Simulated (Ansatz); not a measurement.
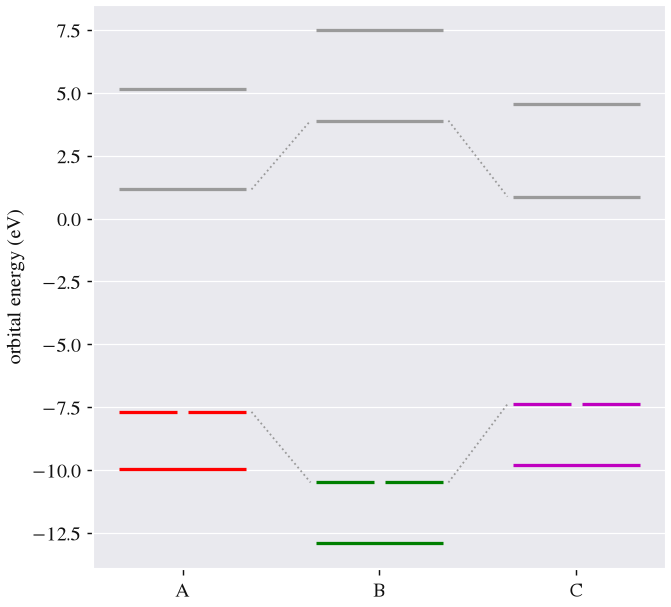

Frontier orbital energies (alpha spin) of PH, triplet at one geometry, def2-TZVPP, the Ansatz code 0.2.0, at a PBE0-D4/def2-TZVP geometry (a minimum by its frequencies). Empty levels are grey, levels within 0.1 eV stand side by side; all columns show the same few orbitals around the gap. Dotted lines join the HOMOs and the LUMOs. HOMO and LUMO mean the alpha set's.

> The columns come from HF, PBE0 and r2SCAN0. Which is which?

A: r2SCAN0 (HOMO −7.68, LUMO 1.16, separation 8.85 eV)
B: HF (HOMO −10.49, LUMO 3.90, separation 14.39 eV)
C: PBE0 (HOMO −7.38, LUMO 0.87, separation 8.25 eV)

Caveats, for all or some of the runs: empty levels above zero depend strongly on the basis; other spin states weren't compared here.
